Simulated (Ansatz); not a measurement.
# What a change does: single-point calculation on CH$_{4}$AlClS

System: CH$_{4}$AlClS, SMILES C[S][AlH][Cl].
Method of run A: RKS B2PLYP (frozen core)/def2-TZVPP (Ansatz 0.2.0).

The geometry comes from this level: PBE0-D4/def2-TZVP. Text and figures count atoms from 1; the logs count them from 0 in places.

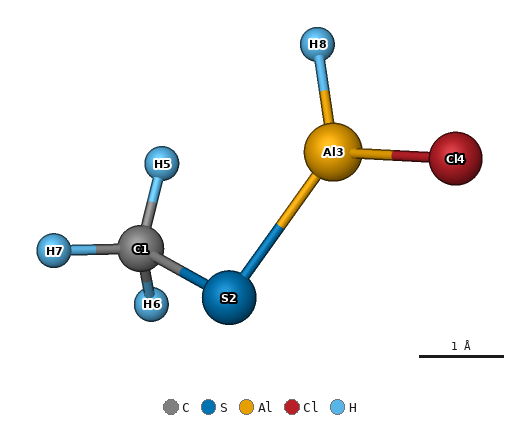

The structure as given in the input (ball-and-stick view, seen at a tilt; atoms are numbered from 1 in the order of the input). Sticks mark near contacts.

### The input, run A
```yaml
crystal:
  periodic: [false, false, false]
  atoms:
    - {symbol: C, position_ang: [-1.003852, 0.824815, -0.567326]}
    - {symbol: S, position_ang: [-0.818114, -0.960933, -0.245107]}
    - {symbol: Al, position_ang: [1.154649, -0.986024, 0.629501]}
    - {symbol: Cl, position_ang: [1.941425, -2.829928, 1.225813]}
    - {symbol: H, position_ang: [-0.123681, 1.389836, -0.258688]}
    - {symbol: H, position_ang: [-1.163382, 0.971088, -1.634523]}
    - {symbol: H, position_ang: [-1.870557, 1.189527, -0.018166]}
    - {symbol: H, position_ang: [1.975612, 0.344420, 0.812696]}
basis:
  gaussian: {orbitals: def2-TZVPP}
hamiltonian: {xc: {name: B2PLYP}}
```

Hardware: 2 CPU threads, shared host.

### Output (run A)
```
Functional definition: B2PLYP
  parameter a = 0.53
  parameter c = 0.27
  exchange = (1 - a)*b88_x + a*exact_x
  correlation = (1 - c)*lyp_c + c*(mp2_os + mp2_ss)
1233 factors; integrals over basis functions are off by at most 1.3e-3 eV
mean field evaluation 1: about -31042.2198 eV, gradient 3.2e1 eV
mean field evaluation 2: about -31042.3384 eV, gradient 3.2e1 eV
mean field evaluation 4: about -31044.7635 eV, gradient 3.3e0 eV
mean field evaluation 8: about -31044.7918 eV, gradient 1.8e-1 eV
mean field evaluation 16: about -31044.7919 eV, gradient 9.3e-5 eV
mean field -31044.79188603 eV, -1140.8750588960 hartree, gradient 5.3e-6 eV, S^2 0.000000; 0 other end points of the search recorded, 0 dependent functions left out
16 core orbitals not correlated: weight in the atoms' cores, before any rotation towards them, 1.000 or more for the frozen orbitals, at most 0.000 for the correlated occupied ones
reference -31044.79205988 eV, -1140.8750652848 hartree; 12, 12 occupied and 185, 185 virtual orbitals, 1233 factors
second order -20.46772974 eV of doubles, -0.00000000 eV of singles
Total energy: -31050.31834691 eV, -1141.0781525873 hartree
```

The input of run B differs as follows (lines with − go, lines with + come):
```diff
-hamiltonian: {xc: {name: B2PLYP}}
+hamiltonian: {xc: {name: PBE-QIDH}}
```

How does run B compare with run A?

The total energies belong to different methods, so their difference says nothing on which is more stable or more accurate. The functional changes from B2PLYP to PBE-QIDH.

### Output (run B)
```
Functional definition: PBE-QIDH
  parameter a = 3^(-1/3)
  parameter c = 1/3
  exchange = (1 - a)*pbe_x + a*exact_x
  correlation = (1 - c)*pbe_c + c*(mp2_os + mp2_ss)
1233 factors; integrals over basis functions are off by at most 1.3e-3 eV
mean field evaluation 1: about -31033.8074 eV, gradient 2.6e1 eV
mean field evaluation 2: about -31033.9580 eV, gradient 2.6e1 eV
mean field evaluation 4: about -31035.7158 eV, gradient 2.7e0 eV
mean field evaluation 8: about -31035.7403 eV, gradient 1.7e-1 eV
mean field evaluation 16: about -31035.7404 eV, gradient 1.0e-4 eV
mean field -31035.74040668 eV, -1140.5424231650 hartree, gradient 5.1e-6 eV, S^2 0.000000; 0 other end points of the search recorded, 0 dependent functions left out
16 core orbitals not correlated: weight in the atoms' cores, before any rotation towards them, 1.000 or more for the frozen orbitals, at most 0.000 for the correlated occupied ones
reference -31035.74041925 eV, -1140.5424236271 hartree; 12, 12 occupied and 185, 185 virtual orbitals, 1233 factors
second order -18.95430715 eV of doubles, -0.00000000 eV of singles
Total energy: -31042.05852164 eV, -1140.7746096071 hartree
```

### The two runs side by side

```csv
quantity,run A,run B
outcome,converged,converged
total energy (hartree),−1141.078153,−1140.774610
basis functions,213,213
wall time (shared host),5.5 s,6 s
```
